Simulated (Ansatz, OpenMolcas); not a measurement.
BCl3 (boron trichloride): methods side by side

BCl3: 4 atoms, total charge 0, spin state singlet. As SMILES, `ClB(Cl)Cl`. The coordinates come from a PBE0-D4/def2-TZVP relaxation.

Quantity: the HOMO–LUMO gap, in eV. The values are calculated.

```
              level                    kind     program  value (eV)  CPU time
       HF/6-311+G**            Hartree–Fock      Ansatz       13.79     3.3 s
      PBE/6-311+G**                     GGA      Ansatz        5.07     6.8 s
   revPBE/6-311+G**                     GGA      Ansatz        5.12     6.8 s
    M06-L/6-311+G**                meta-GGA  OpenMolcas        5.63      35 s
  r2SCAN0/6-311+G**         hybrid meta-GGA      Ansatz        7.82      18 s
CAM-B3LYP/6-311+G**  range-separated hybrid      Ansatz        9.92      10 s
    HSE06/6-311+G**  range-separated hybrid      Ansatz        6.62      11 s
   B2PLYP/6-311+G**           double hybrid  OpenMolcas       10.05      25 s
```

The values span 5.07 to 13.79 eV. Orbital gaps aren't excitation energies, and those of double hybrids come from the SCF part alone; they tend to grow with the share of exact exchange. CPU times are rough (shared hosts, several kinds of processor): they show what a rung costs within a factor of a few.

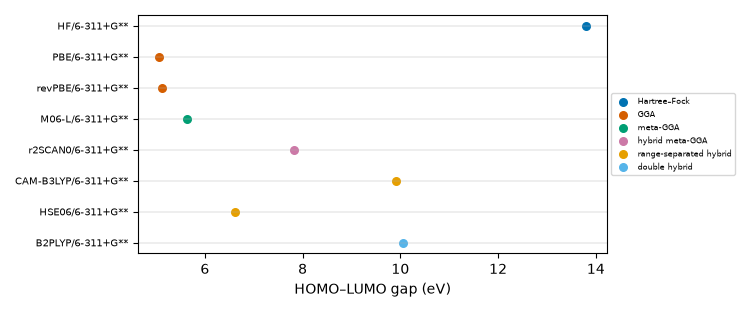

The values of the table, level by level.
